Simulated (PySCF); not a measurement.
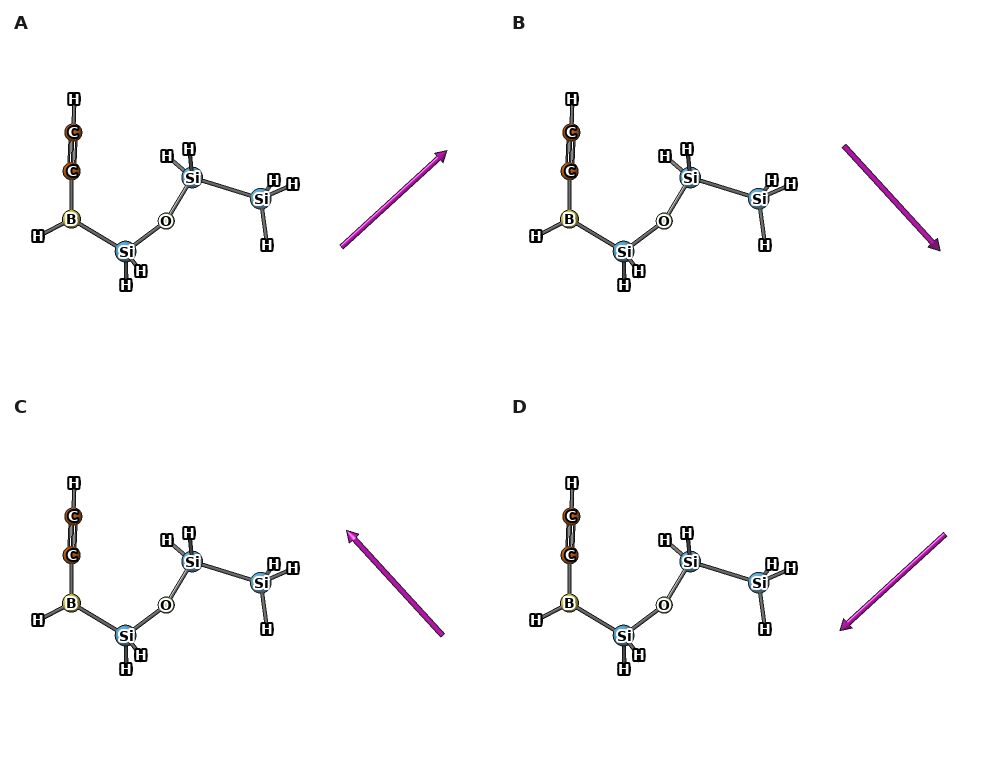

The same molecule four times, each with an arrow. The geometry was computed by an optimisation with GFN2-xTB. No frequency run is at hand to confirm it as a minimum. Method: B3LYP/def2-SVPD, gas phase (PySCF 2.14.0).

Question: Which arrow points along the dipole moment, from the negative to the positive end?

Answer: C. The dipole moment is 1.74 D.

The geometry is semi-empirical. Around B, Si such bond lengths and angles can be off by a tenth of an ångström or more and by several degrees, and values that hang on the shape move with them.
